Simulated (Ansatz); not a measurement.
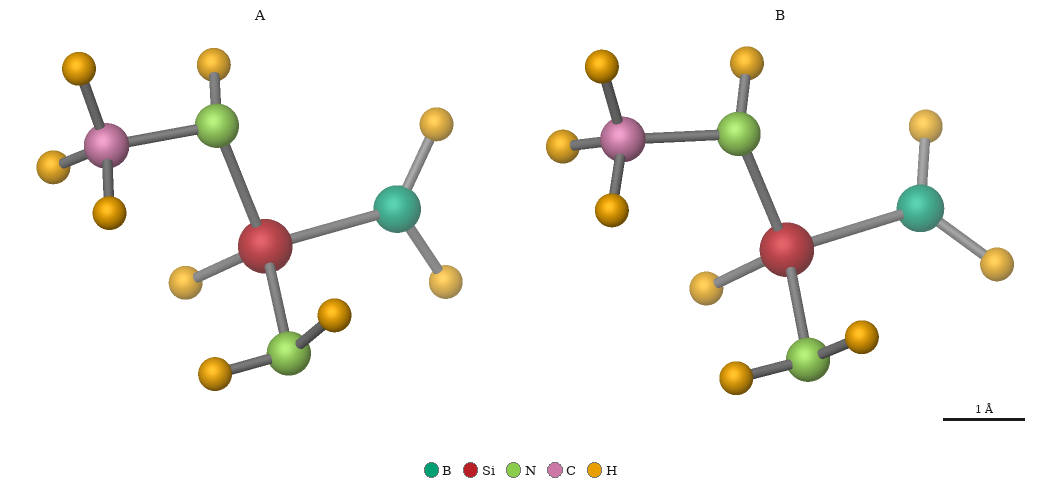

Two geometries of CH9BN2Si, drawn at one scale. One is the start of a relaxation, the other its converged end. The picture is a ball-and-stick view, seen at a tilt.

All numbers below come from UKS B3LYP-D4/STO-3G (Ansatz 0.2.0). (collinear spin; force threshold 0.02 eV/Å; at most 40 steps)

Question: Which one is relaxed?

Answer: Structure B is the relaxed one. The run prepares the start of a later molecular dynamics calculation, from a guessed geometry. The largest move after the best rigid fit is that of an H atom, 0.79 Å. By element the largest moves are H 0.79 Å, N 0.10 Å, C 0.09 Å, B 0.06 Å, Si 0.05 Å. Near-neighbour distances that change, for instance: B–H 1.258 → 1.174 Å, N–Si 1.849 → 1.788 Å, B–Si 1.909 → 1.968 Å, H–N 1.105 → 1.051 Å. Bond angles that change, for instance: Si–N–H 101.4° → 111.2°, Si–N–C 108.3° → 115.4°, Si–N–H 104.8° → 110.2°. Groups turn about B–Si by about 45°. The energy falls by 13.0 kcal/mol in 27 accepted moves (33 points after the start). The largest force component goes from 3 to 0.014 eV/Å. The line search rejected the trial steps at points 6, 11, 18, 25, 28, 30 of the run. The forces were under the threshold at step 12, but the run went on from there.

Limits of the set-up: STO-3G is a minimal basis, so the numbers are rough.
